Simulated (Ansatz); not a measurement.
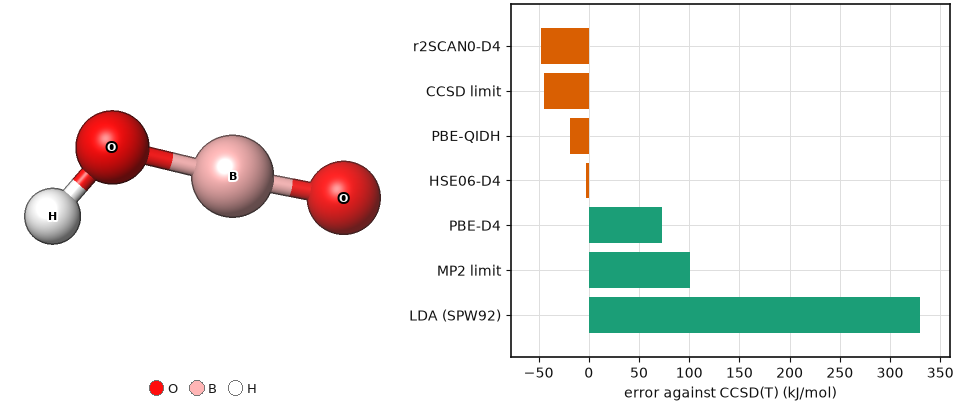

Error in the electronic atomisation energy (method less reference, so positive means overbinding) of BHO₂, SMILES O=BO: functionals in def2-TZVPP against frozen-core CCSD(T) at the limit (scheme: direct), which gives 1868.8 kJ/mol, at a PBE0-D4/def2-TZVP geometry (a minimum by its frequencies), no zero-point or spin-orbit term, the Ansatz code. The reference leaves out core correlation, a term that grows with the number of heavy atoms. PBE-QIDH holds a correlation term that converges slowly with the basis, so part of the distance to the limit is basis error. No dispersion term is added to PBE-QIDH. Limit means the basis limit.

### What range do the values span?

From −47.7 kJ/mol (r2SCAN0-D4) to 329.5 kJ/mol (LDA (SPW92)).

### Give the values.

| level | kJ/mol |
| --- | --- |
| r2SCAN0-D4 | −47.7 |
| CCSD limit | −45.1 |
| PBE-QIDH | −18.6 |
| HSE06-D4 | −2.5 |
| PBE-D4 | 73.3 |
| MP2 limit | 100.9 |
| LDA (SPW92) | 329.5 |
